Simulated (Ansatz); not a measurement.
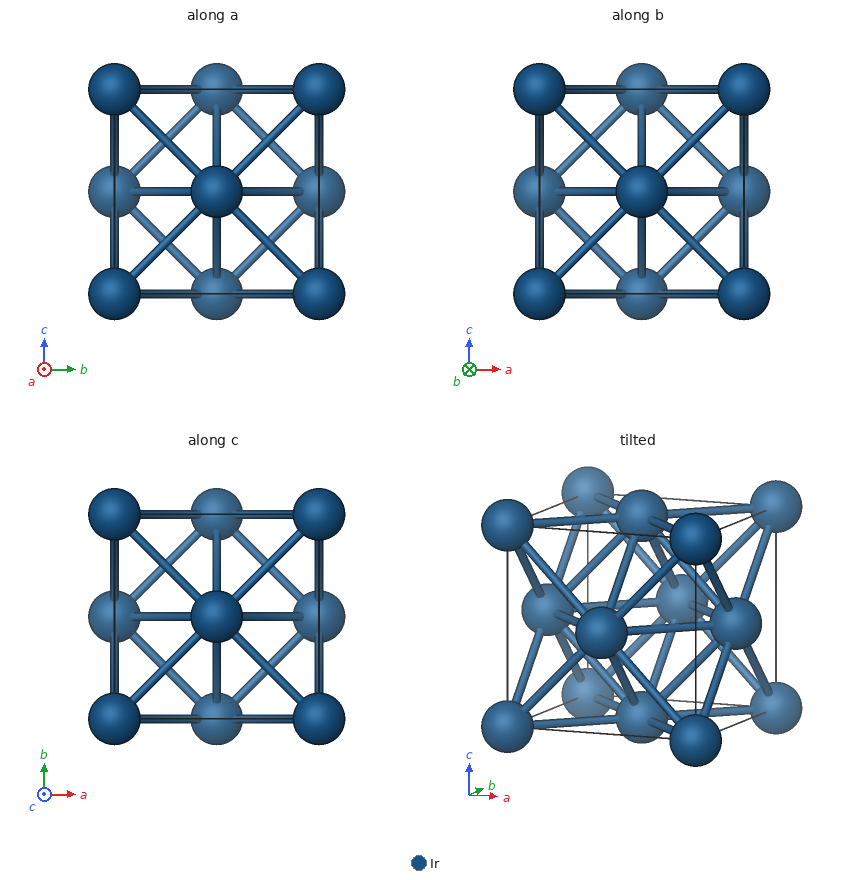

This ball-and-stick model is shown along the a axis, along the b axis, along the c axis and slightly off an axis. The parallelepiped is the conventional unit cell.

Lattice parameters: a = 3.871 Å, b = 3.871 Å, c = 3.871 Å, α = 90.00°, β = 90.00°, γ = 90.00°. Put a along x and b in the xy plane.

**Record the structure as a POSCAR file.**

```
Ir
1.0
     3.871    0.000    0.000
     0.000    3.871    0.000
     0.000    0.000    3.871
Ir
4
Direct
  0.0000 0.0000 0.0000
  0.0000 0.5000 0.5000
  0.5000 0.0000 0.5000
  0.5000 0.5000 0.0000
```

Provenance: the standard structure of this element. Earlier steps of the study, as a rule a relaxation of our own, may have changed the cell and positions, so they can lie some per cent off the listed ones. It went into a calculation with Ansatz.
